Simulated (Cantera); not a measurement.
Charge: 1 mol SiCl4, 64 mol N2, 0.73 mol H2, held at 0.240 Torr.

Method: chemical equilibrium by Gibbs-energy minimisation in Cantera with the NASA 1993 tables (ideal gas, pure condensed phases). Candidate condensed phases: NH4Cl, Si, Si3N4; 28 gas species. The tables' values for SiCl3, SiCl, SiN are old estimates; treat these amounts as uncertain. The numbers say what is thermodynamically allowed, not how fast it happens.

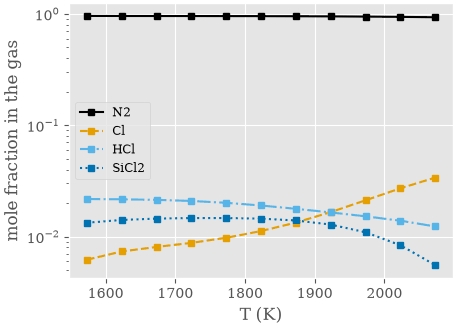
*Equilibrium gas composition (values under 1e-9 drawn at 1e-9)*

Q: Read off the mole fractions at 1823 K.

A: N2 about 0.95, HCl about 0.019, SiCl2 about 0.014, Cl about 0.011.
